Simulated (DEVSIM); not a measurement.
Device: Ru/SiON/p-In0.53Ga0.47As capacitor, at 300 K.

```
layer (left to right)        material  thickness (nm)  Na (cm⁻³)
---------------------  --------------  --------------  ---------
1                                SiON            5.40          -
2                      In0.53Ga0.47As            4500     1.6e16
```

Metal gate on the left, work function 4.7 eV. Fixed charge at the semiconductor interface 1.2e12 cm⁻² (in units of +e); no interface traps.

This is a model device: material constants are rounded textbook-type values typed into the input, and sizes, dopings and lifetimes were drawn at random. Values at 300 K.

```csv
parameter,SiON,In0.53Ga0.47As
gap (eV),7,0.74
affinity (eV),1.4,4.51
permittivity,5.5,13.9
Nc (cm⁻³),-,2.1e17
Nv (cm⁻³),-,7.7e18
```

Model (solved in DEVSIM): 1D Poisson equation in equilibrium, Boltzmann statistics, complete ionisation; no quantum confinement or tunnelling. Metal contacts follow the ideal Schottky-Mott rule: no Fermi-level pinning, no interface dipoles.

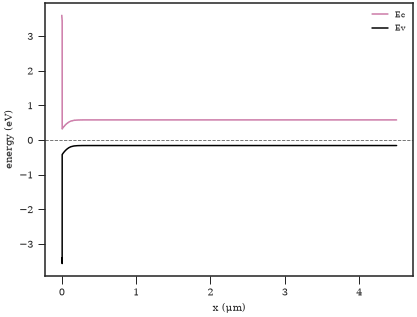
Figure: Band edges at -0.3 V on the gate

Energies count from the Fermi level of the right contact; mesh points crowd at the junctions.

| x (μm) | Ec (eV) | Ev (eV) | n (cm⁻³) | p (cm⁻³) | field (V/cm) |
|---|---|---|---|---|---|
| 0.000 | 3.600 | -3.400 | < 1e2 | < 1e2 | -320000 |
| 0.001143 | 3.564 | -3.436 | < 1e2 | < 1e2 | -320000 |
| 0.002965 | 3.506 | -3.494 | < 1e2 | < 1e2 | -320000 |
| 0.004565 | 3.456 | -3.544 | < 1e2 | < 1e2 | -320000 |
| 0.006042 | 0.322 | -0.418 | 8.3e11 | 7.3e11 | 31000 |
| 0.008170 | 0.328 | -0.412 | 6.4e11 | 9.4e11 | 31000 |
| 0.01310 | 0.343 | -0.397 | 3.6e11 | 1.7e12 | 30000 |
| 0.02958 | 0.389 | -0.351 | 6.1e10 | 9.9e12 | 26000 |
| 0.05948 | 0.458 | -0.282 | 4.2e9 | 1.4e14 | 20000 |
| 0.1247 | 0.547 | -0.193 | 1.4e8 | 4.4e15 | 7800 |
| 0.2758 | 0.580 | -0.160 | 3.8e7 | 1.6e16 | 160 |
| 0.7806 | 0.580 | -0.160 | 3.7e7 | 1.6e16 | ≈ 0 |
| 1.697 | 0.580 | -0.160 | 3.7e7 | 1.6e16 | ≈ 0 |
| 3.106 | 0.580 | -0.160 | 3.7e7 | 1.6e16 | ≈ 0 |
| 4.016 | 0.580 | -0.160 | 3.7e7 | 1.6e16 | ≈ 0 |
| 4.289 | 0.580 | -0.160 | 3.7e7 | 1.6e16 | ≈ 0 |
| 4.407 | 0.580 | -0.160 | 3.7e7 | 1.6e16 | ≈ 0 |
| 4.461 | 0.580 | -0.160 | 3.7e7 | 1.6e16 | ≈ 0 |
| 4.491 | 0.580 | -0.160 | 3.7e7 | 1.6e16 | ≈ 0 |
| 4.500 | 0.580 | -0.160 | 3.7e7 | 1.6e16 | ≈ 0 |
| 4.503 | 0.580 | -0.160 | 3.7e7 | 1.6e16 | ≈ 0 |
| 4.505 | 0.580 | -0.160 | 3.7e7 | 1.6e16 | ≈ 0 |
